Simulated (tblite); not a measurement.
Saddle-point search, with input and output: C₄H₁₁NOSi

C₄H₁₁NOSi, SMILES C=CC[Si@@H](O)NC, computed with GFN2-xTB saddle search (eigenvector following) and harmonic vibrations, gas phase (tblite 0.8.0).

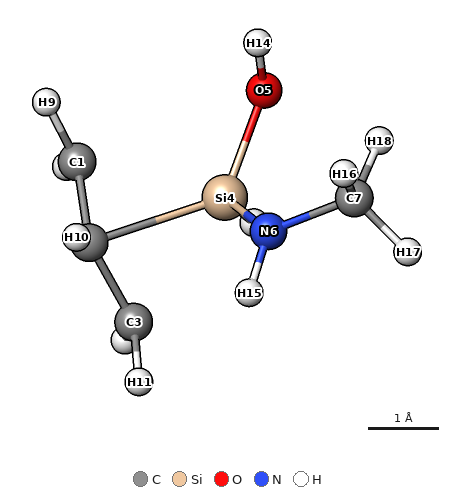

**Figure 1.** The starting structure (ball-and-stick view, seen at a tilt; atoms are numbered from 1 in the order of the input).

Input file:
```
{"job": {"xc": "GFN2-xTB", "basis": "xTB", "kind": "saddle"}, "charge": 0, "multiplicity": 1}
C      1.674661    -1.407088     0.431300
C      1.311404    -0.902913    -0.820899
C      0.191205    -1.333005    -1.536703
Si    -0.315609    -0.442922     0.439393
O     -0.293810    -0.021604     2.033809
N     -0.615922     1.074881    -0.323449
C     -1.378154     2.152385     0.263202
H      1.486409    -2.438651     0.667779
H      2.514567    -0.967004     0.942312
H      1.803693     0.005882    -1.141072
H     -0.003269    -0.898053    -2.505705
H     -0.086249    -2.371100    -1.474847
H     -1.198184    -1.571097     0.650492
H      0.223829     0.679716     2.422104
H     -0.578710     1.143947    -1.328921
H     -0.825727     3.096646     0.215247
H     -2.340566     2.287419    -0.238638
H     -1.569568     1.912561     1.304598
```

The first line tells a small driver script what to run in tblite; the rest is the geometry in Å.

Command:
```bash
OMP_NUM_THREADS=1 python <driver script> task.json out
```

What the program printed:
```
step      E/eV     max force
  0    -621.87644   0.3414
  1    -621.91018   0.4006
  2    -622.00213   0.6240
  3    -622.10554   0.7471
  4    -622.33510   0.7940
  5    -622.49142   0.7641
  6    -622.73925   0.4954
  7    -622.89490   0.5385
  8    -623.01264   0.4286
  9    -623.09432   0.4179
 10    -623.21825   0.4019
 11    -623.29185   0.3282
 12    -623.36427   0.4094
 13    -623.42398   0.2573
 14    -623.46698   0.3013
 15    -623.50355   0.1967
 16    -623.53568   0.1489
 17    -623.56122   0.1896
 18    -623.57921   0.2394
 19    -623.58708   0.2570
 20    -623.58997   0.1335
 21    -623.59375   0.0627
 22    -623.59240   0.1946
 23    -623.59461   0.0332
 24    -623.59500   0.0435
 25    -623.59498   0.0241
 26    -623.59434   0.0203
 27    -623.59363   0.0554
 28    -623.59415   0.0054
 29    -623.59393   0.0172
 30    -623.59386   0.0203
 31    -623.59390   0.0000
lowest wavenumbers (cm-1): -32.4 63.8 102.6 132.7 162.2 181.5
```

Trajectory as extended XYZ (Å, eV, eV/Å), 12 frames, from step=0 to step=31:
```
18
Properties=species:S:1:pos:R:3:forces:R:3 step=0 energy=-621.87644
C     1.6747   -1.4071    0.4313   -0.3150   0.1030   0.0340
C     1.3114   -0.9029   -0.8209    0.0630  -0.0040  -0.0890
C     0.1912   -1.3330   -1.5367    0.0790  -0.1470  -0.2760
Si   -0.3156   -0.4429    0.4394    0.2840   0.0240   0.1880
O    -0.2938   -0.0216    2.0338   -0.0180  -0.0220   0.0680
N    -0.6159    1.0749   -0.3234   -0.0390   0.0440   0.0090
C    -1.3782    2.1524    0.2632   -0.0150   0.0180   0.0400
H     1.4864   -2.4387    0.6678   -0.0180  -0.0070  -0.0090
H     2.5146   -0.9670    0.9423   -0.0200  -0.0250  -0.0060
H     1.8037    0.0059   -1.1411   -0.0310   0.0330  -0.0260
H    -0.0033   -0.8981   -2.5057    0.0680   0.0230   0.0440
H    -0.0862   -2.3711   -1.4748   -0.0150  -0.0320   0.0510
H    -1.1982   -1.5711    0.6505   -0.0130   0.0120   0.0060
H     0.2238    0.6797    2.4221   -0.0020   0.0190  -0.0540
H    -0.5787    1.1439   -1.3289   -0.0060   0.0050   0.0320
H    -0.8257    3.0966    0.2152   -0.0170  -0.0280  -0.0430
H    -2.3406    2.2874   -0.2386    0.0350  -0.0190   0.0130
H    -1.5696    1.9126    1.3046   -0.0190   0.0040   0.0200
18
Properties=species:S:1:pos:R:3:forces:R:3 step=2 energy=-622.00213
C     1.6017   -1.4282    0.4601   -0.4050   0.2500   0.0790
C     1.3226   -0.9261   -0.8470    0.0580  -0.0360  -0.2330
C     0.2605   -1.3597   -1.5960    0.3490  -0.3060  -0.4170
Si   -0.2321   -0.4195    0.4867    0.2090   0.0730   0.5160
O    -0.2111    0.0646    2.0504   -0.1730   0.1060   0.3290
N    -0.6556    1.0643   -0.3238    0.0700  -0.1950   0.1390
C    -1.4226    2.1340    0.2858    0.0010  -0.0290   0.0550
H     1.4324   -2.4802    0.6414   -0.0030   0.0820  -0.0750
H     2.4948   -1.0602    0.9567   -0.2530   0.0100  -0.1110
H     1.8409   -0.0197   -1.1323   -0.0320  -0.0220  -0.0940
H     0.0428   -0.8897   -2.5338   -0.0190  -0.0050  -0.1970
H    -0.0903   -2.3703   -1.4781   -0.0710   0.0830  -0.0130
H    -1.1612   -1.5254    0.6726    0.0660   0.1210  -0.1250
H     0.2906    0.8229    2.3270    0.0500   0.1330   0.1230
H    -0.6331    1.1557   -1.3288    0.0650  -0.1150   0.0950
H    -0.8381    3.0632    0.3452   -0.0510  -0.1330  -0.0390
H    -2.3371    2.3432   -0.2793    0.0980  -0.0680   0.0520
H    -1.7051    1.8312    1.2933    0.0410   0.0500  -0.0840
18
Properties=species:S:1:pos:R:3:forces:R:3 step=5 energy=-622.49142
C     1.4816   -1.3954    0.4737   -0.0250   0.1520  -0.5160
C     1.3201   -0.9096   -0.9206    0.6340   0.0370   0.2700
C     0.3933   -1.3850   -1.7422   -0.1290  -0.2560  -0.5800
Si   -0.1994   -0.4389    0.6736   -0.5630   0.1560   0.3270
O    -0.3002    0.1245    2.1955    0.3050   0.5500   0.4340
N    -0.6849    0.9694   -0.2694    0.1450  -0.2610   0.4130
C    -1.3869    2.1241    0.2764    0.1230  -0.1270   0.0740
H     1.4168   -2.4845    0.5674   -0.2120   0.3980  -0.0090
H     2.3956   -1.0655    0.9704   -0.2420   0.1150  -0.1740
H     1.8236    0.0317   -1.1129   -0.0450  -0.1420  -0.2500
H     0.0748   -0.8331   -2.6111    0.2230  -0.2800  -0.2130
H    -0.0815   -2.3377   -1.5565    0.0530   0.1950  -0.0940
H    -1.1242   -1.5717    0.6698   -0.1610   0.2410   0.0010
H     0.2677    0.8811    2.3791   -0.3000  -0.3160   0.1650
H    -0.6799    1.0075   -1.2800    0.1390  -0.2400   0.2390
H    -0.7978    3.0436    0.1565   -0.0110  -0.1290  -0.0100
H    -2.3553    2.2849   -0.2060    0.0640  -0.1320  -0.0360
H    -1.5634    1.9546    1.3363    0.0000   0.0380  -0.0420
18
Properties=species:S:1:pos:R:3:forces:R:3 step=8 energy=-623.01264
C     1.3977   -1.3398    0.4161   -0.0590   0.1110  -0.2330
C     1.3550   -0.8995   -1.0033    0.0950   0.0630   0.1630
C     0.4737   -1.3875   -1.8597   -0.0640  -0.1250  -0.2780
Si   -0.2558   -0.4521    0.8337   -0.1380   0.0280   0.1120
O    -0.2858    0.1703    2.3374    0.2020   0.2310   0.2160
N    -0.6164    0.9210   -0.1639    0.0390   0.0100   0.0840
C    -1.3529    2.0796    0.3013    0.0180  -0.0300   0.0250
H     1.3030   -2.4212    0.5206   -0.0950   0.1560  -0.0400
H     2.3022   -1.0381    0.9429   -0.1380   0.1290  -0.0960
H     1.8678    0.0329   -1.1940    0.0920  -0.0800  -0.2080
H     0.2092   -0.8765   -2.7704    0.2720  -0.2570  -0.2090
H    -0.0629   -2.2966   -1.6326    0.0200   0.1070  -0.1050
H    -1.2581   -1.5102    0.7180   -0.1250   0.0990   0.2390
H     0.1853    1.0055    2.4237   -0.1750  -0.3140   0.1720
H    -0.6281    0.8595   -1.1723    0.0850  -0.1050   0.2230
H    -0.8274    3.0039    0.0377   -0.0140  -0.0430  -0.0130
H    -2.3620    2.1269   -0.1184    0.0330  -0.0480  -0.0320
H    -1.4445    2.0220    1.3831   -0.0480   0.0690  -0.0220
18
Properties=species:S:1:pos:R:3:forces:R:3 step=11 energy=-623.29185
C     1.3518   -1.2692    0.3813   -0.0660   0.0740  -0.1090
C     1.3605   -0.9051   -1.0587    0.0550   0.0740  -0.0490
C     0.4869   -1.4142   -1.9111   -0.0350  -0.0740  -0.2320
Si   -0.2892   -0.4221    0.8792   -0.0570   0.0140   0.1160
O    -0.3060    0.1067    2.4190    0.1660   0.2090   0.1060
N    -0.5423    0.9695   -0.1126   -0.0160   0.0470   0.0950
C    -1.3749    2.0823    0.2923   -0.0080   0.0200   0.0010
H     1.2685   -2.3450    0.5293   -0.0330   0.0730  -0.0490
H     2.2439   -0.9349    0.9083   -0.0770   0.0760  -0.0710
H     1.9636   -0.0436   -1.3228    0.0050  -0.1470  -0.0810
H     0.3199   -1.0002   -2.8949    0.2110  -0.2510  -0.0130
H    -0.1331   -2.2504   -1.6172    0.0590   0.1300  -0.1420
H    -1.3453   -1.4292    0.7882   -0.0730   0.0430   0.2060
H     0.2699    0.8520    2.6095   -0.1840  -0.2280   0.0880
H    -0.5099    0.8766   -1.1170    0.0630  -0.0320   0.1300
H    -0.9182    3.0293   -0.0161   -0.0380  -0.0690   0.0120
H    -2.3838    2.0302   -0.1332    0.0720  -0.0210   0.0200
H    -1.4623    2.0672    1.3764   -0.0450   0.0610  -0.0310
18
Properties=species:S:1:pos:R:3:forces:R:3 step=14 energy=-623.46698
C     1.2827   -1.2486    0.3492   -0.0340   0.0610  -0.0910
C     1.3784   -0.9247   -1.0989    0.0400   0.0880  -0.0640
C     0.5514   -1.4407   -1.9919   -0.0580  -0.0350  -0.2250
Si   -0.3177   -0.3829    0.9299   -0.0610  -0.0400   0.1270
O    -0.2276    0.1320    2.4742   -0.0590  -0.0470  -0.0250
N    -0.5408    1.0053   -0.0655    0.0300   0.0000   0.0320
C    -1.4315    2.0821    0.3017   -0.0030  -0.0130   0.0480
H     1.1779   -2.3210    0.5055   -0.0150   0.0340  -0.0380
H     2.1667   -0.9270    0.8977   -0.0300   0.0390  -0.0580
H     2.0634   -0.1274   -1.3720   -0.0520  -0.1520  -0.0050
H     0.5089   -1.1041   -3.0211    0.1280  -0.2100   0.1740
H    -0.1472   -2.2135   -1.6966    0.0840   0.1200  -0.1530
H    -1.4342   -1.3350    0.9472    0.0490   0.0700   0.1480
H     0.4159    0.8062    2.6778    0.0040   0.0110   0.0900
H    -0.4681    0.9020   -1.0670    0.0380  -0.0100   0.0940
H    -1.0195    3.0381   -0.0225    0.0250   0.0710  -0.0360
H    -2.4277    1.9695   -0.1316   -0.0580  -0.0210  -0.0260
H    -1.5311    2.0899    1.3840   -0.0280   0.0340   0.0070
18
Properties=species:S:1:pos:R:3:forces:R:3 step=16 energy=-623.53568
C     1.2318   -1.2455    0.3281   -0.0410   0.0190  -0.0310
C     1.3718   -0.9177   -1.1149   -0.0780  -0.0270  -0.1050
C     0.6072   -1.4521   -2.0540    0.0500   0.0350  -0.0360
Si   -0.3390   -0.3695    0.9790   -0.0280  -0.0210   0.0590
O    -0.1911    0.1510    2.5160    0.0690   0.0540   0.0170
N    -0.5605    1.0041   -0.0354   -0.0150   0.0240   0.0260
C    -1.4519    2.0917    0.2993   -0.0120   0.0240   0.0180
H     1.1089   -2.3186    0.4662   -0.0110   0.0250  -0.0170
H     2.1177   -0.9473    0.8875   -0.0170   0.0160  -0.0410
H     2.0690   -0.1271   -1.3604    0.0090  -0.0390  -0.0300
H     0.6392   -1.1378   -3.0859    0.0940  -0.0980   0.0610
H    -0.1048   -2.2233   -1.8049    0.0150   0.0170  -0.0640
H    -1.4646   -1.3026    1.0947    0.0500   0.0590   0.0730
H     0.4941    0.7855    2.7245   -0.0930  -0.0760   0.0250
H    -0.4896    0.8712   -1.0334    0.0320   0.0030   0.0540
H    -1.0537    3.0363   -0.0834   -0.0230  -0.0440   0.0140
H    -2.4595    1.9503   -0.1065    0.0280  -0.0010   0.0200
H    -1.5250    2.1514    1.3836   -0.0290   0.0320  -0.0440
18
Properties=species:S:1:pos:R:3:forces:R:3 step=19 energy=-623.58708
C     1.1378   -1.2615    0.2840   -0.0180  -0.0160   0.0100
C     1.3470   -0.9340   -1.1508   -0.1500  -0.1020  -0.1820
C     0.7274   -1.5391   -2.1558    0.1150   0.0750   0.1770
Si   -0.3468   -0.3099    1.0351    0.0200  -0.0170   0.0280
O    -0.0960    0.1868    2.5670    0.0120  -0.0050  -0.0250
N    -0.5670    1.0673    0.0268   -0.0150   0.0230   0.0050
C    -1.5075    2.1224    0.3325   -0.0130   0.0190  -0.0050
H     0.9370   -2.3272    0.3963    0.0090   0.0510  -0.0070
H     2.0418   -1.0410    0.8534   -0.0380  -0.0100  -0.0320
H     2.0191   -0.1071   -1.3491   -0.0380  -0.0430  -0.0210
H     0.8753   -1.2487   -3.1828    0.0230  -0.0070   0.0230
H     0.0454   -2.3591   -1.9865    0.0570   0.0550   0.0080
H    -1.4980   -1.1871    1.2583    0.0220   0.0190   0.0060
H     0.6054    0.8010    2.7723   -0.0160  -0.0130  -0.0020
H    -0.4745    0.9293   -0.9685    0.0090   0.0030   0.0060
H    -1.1737    3.0637   -0.1138   -0.0190  -0.0500   0.0270
H    -2.5185    1.9040   -0.0317    0.0530   0.0120   0.0180
H    -1.5541    2.2403    1.4134   -0.0120   0.0050  -0.0330
18
Properties=species:S:1:pos:R:3:forces:R:3 step=22 energy=-623.59240
C     1.0527   -1.2949    0.2606    0.0040  -0.0090  -0.0030
C     1.3149   -0.9285   -1.1551   -0.0430  -0.0500  -0.0950
C     0.8475   -1.5867   -2.2047    0.0380   0.0430   0.0980
Si   -0.3635   -0.2838    1.0608    0.0020  -0.0050   0.0160
O    -0.0215    0.2328    2.5679    0.0090   0.0030  -0.0150
N    -0.6009    1.0806    0.0380   -0.0250   0.0120  -0.0360
C    -1.5254    2.1452    0.3624   -0.0530   0.0400   0.0480
H     0.7900   -2.3503    0.3248    0.0080   0.0220  -0.0020
H     1.9609   -1.1527    0.8480   -0.0160  -0.0040  -0.0130
H     1.9125   -0.0359   -1.3014   -0.0310  -0.0380  -0.0060
H     1.0465   -1.2713   -3.2158   -0.0030  -0.0020   0.0190
H     0.2476   -2.4768   -2.0925    0.0320   0.0400   0.0060
H    -1.5239   -1.1221    1.3658    0.0110   0.0070  -0.0020
H     0.6997    0.8370    2.7289   -0.0120  -0.0100  -0.0050
H    -0.5512    0.9225   -0.9592   -0.0110   0.0180   0.0730
H    -1.2273    3.0650   -0.1522   -0.0550  -0.0860   0.0700
H    -2.5614    1.9038    0.0818    0.1540   0.0550   0.0380
H    -1.4972    2.3162    1.4419   -0.0100  -0.0360  -0.1910
18
Properties=species:S:1:pos:R:3:forces:R:3 step=25 energy=-623.59498
C     1.0397   -1.2997    0.2561    0.0020  -0.0020   0.0000
C     1.3024   -0.9273   -1.1574   -0.0100  -0.0110  -0.0190
C     0.8646   -1.5984   -2.2091    0.0080   0.0080   0.0210
Si   -0.3635   -0.2804    1.0679    0.0000   0.0000   0.0060
O     0.0004    0.2466    2.5661    0.0040   0.0020  -0.0080
N    -0.6118    1.0782    0.0406   -0.0020   0.0010  -0.0050
C    -1.5288    2.1476    0.3659   -0.0010  -0.0020   0.0000
H     0.7701   -2.3532    0.3140    0.0030   0.0070   0.0000
H     1.9503   -1.1681    0.8417   -0.0050   0.0000  -0.0050
H     1.8758   -0.0195   -1.2998   -0.0060  -0.0070  -0.0020
H     1.0630   -1.2779   -3.2183   -0.0010  -0.0010   0.0040
H     0.2904   -2.5046   -2.1009    0.0060   0.0080   0.0020
H    -1.5207   -1.1139    1.3952    0.0050   0.0030  -0.0030
H     0.7224    0.8537    2.7113   -0.0080  -0.0070  -0.0020
H    -0.5624    0.9219   -0.9552   -0.0010   0.0030   0.0120
H    -1.2021    3.0776   -0.1043   -0.0010  -0.0010   0.0010
H    -2.5528    1.9353    0.0413    0.0070   0.0020   0.0020
H    -1.5371    2.2819    1.4450    0.0000  -0.0020  -0.0060
18
Properties=species:S:1:pos:R:3:forces:R:3 step=28 energy=-623.59415
C     1.0128   -1.3272    0.2601    0.0020  -0.0020   0.0000
C     1.3107   -0.9228   -1.1376   -0.0010  -0.0020  -0.0020
C     0.8828   -1.5587   -2.2145    0.0010   0.0010   0.0030
Si   -0.3602   -0.2789    1.0869    0.0000   0.0010   0.0020
O     0.0487    0.2844    2.5598    0.0010   0.0010  -0.0030
N    -0.6316    1.0539    0.0325    0.0000  -0.0010   0.0000
C    -1.5383    2.1334    0.3520    0.0000   0.0010   0.0010
H     0.7047   -2.3713    0.2815    0.0020   0.0050   0.0000
H     1.9186   -1.2475    0.8622   -0.0040   0.0000  -0.0030
H     1.9026   -0.0223   -1.2453   -0.0020  -0.0030   0.0000
H     1.1071   -1.2164   -3.2110   -0.0010  -0.0020   0.0020
H     0.2908   -2.4567   -2.1409    0.0020   0.0020   0.0000
H    -1.5105   -1.0980    1.4697    0.0020   0.0010  -0.0010
H     0.7761    0.8925    2.6689   -0.0030  -0.0030   0.0000
H    -0.6026    0.8745   -0.9600    0.0000   0.0010   0.0020
H    -1.2190    3.0513   -0.1463   -0.0010  -0.0010   0.0010
H    -2.5694    1.9172    0.0541    0.0010   0.0010   0.0000
H    -1.5233    2.2925    1.4276    0.0000   0.0000  -0.0020
18
Properties=species:S:1:pos:R:3:forces:R:3 step=31 energy=-623.59390
C     0.9914   -1.3491    0.2630    0.0000   0.0000   0.0000
C     1.3202   -0.9209   -1.1205    0.0000   0.0000   0.0000
C     0.8967   -1.5250   -2.2172    0.0000   0.0000   0.0000
Si   -0.3563   -0.2771    1.1012    0.0000   0.0000   0.0000
O     0.0892    0.3152    2.5519    0.0000   0.0000   0.0000
N    -0.6480    1.0344    0.0261    0.0000   0.0000   0.0000
C    -1.5476    2.1210    0.3412    0.0000   0.0000   0.0000
H     0.6509   -2.3831    0.2544    0.0000   0.0000   0.0000
H     1.8909   -1.3128    0.8783    0.0000   0.0000   0.0000
H     1.9316   -0.0307   -1.1998    0.0000   0.0000   0.0000
H     1.1437   -1.1669   -3.2026    0.0000   0.0000   0.0000
H     0.2856   -2.4121   -2.1718    0.0000   0.0000   0.0000
H    -1.4993   -1.0838    1.5291    0.0000   0.0000   0.0000
H     0.8197    0.9241    2.6311    0.0000   0.0000   0.0000
H    -0.6351    0.8368   -0.9633    0.0000   0.0000   0.0000
H    -1.2354    3.0292   -0.1788    0.0000   0.0000   0.0000
H    -2.5838    1.9014    0.0645    0.0000   0.0000   0.0000
H    -1.5143    2.2994    1.4133    0.0000   0.0000   0.0000
```

Summary:

| quantity | value |
| --- | --- |
| outcome | converged |
| total energy | −623.5939 eV |
| point group | C1 |
| hardware | 1 CPU thread, shared host |
| wall time | 7.1 s |
| peak memory | 0.2 GiB |
